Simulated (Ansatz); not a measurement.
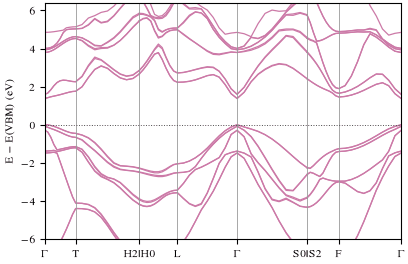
*Band structure from the program Ansatz at the r²SCAN with spin–orbit coupling level (PAW)*

Read off the gap and where the band edges lie.

About 1.4 eV (1.38 eV by a search for the band edges); maximum at Γ, minimum at Γ.

The material is Ga2AsP in space group R3m (No. 160; Ga on 3a, Ga on 3a, P on 3a, As on 3a).

The first step of the workflow began from a Materials Project structure, measured or hypothetical; the Crystallography Open Database copy checked does not list it. With P and As taken as one species the cell has the higher symmetry F-43m, so it may be an ordered model of a mixed-site phase. Its standing as an ambient phase is unchecked. Symmetry was held in the r²SCAN relaxation; its stability against distortions is not shown here.

Potentials: the later of the program's two PAW sets.
